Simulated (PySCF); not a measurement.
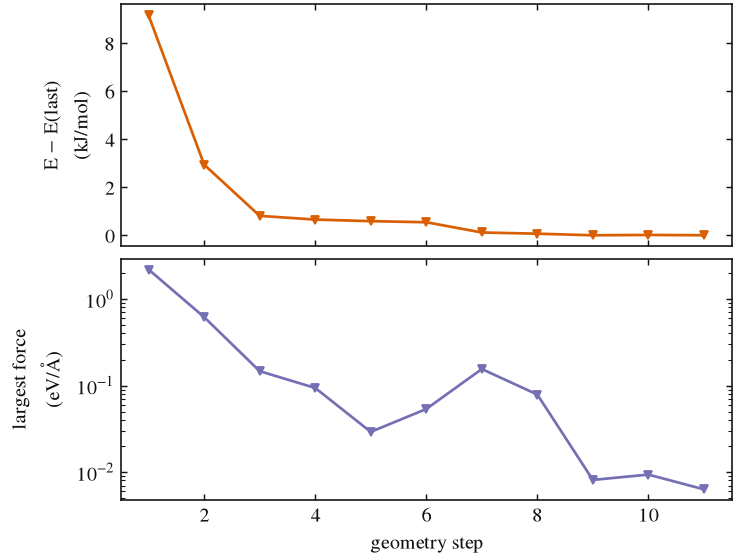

History of a geometry optimisation.

- system: SnClF3 (SMILES [F][Sn]([F])([F])[Cl])
- method: PySCF 2.14.0, density fitting, PBE0-D3(BJ)/def2-SVP, geometry optimisation

> How did the optimisation end?

The optimisation met its thresholds at geometry 11, counting the start as the first. The energy fell by about 9.1 kJ/mol from the first step to the last. The largest force goes from about 2.2 eV/Å at the start to 6 × 10⁻³ eV/Å at the end.
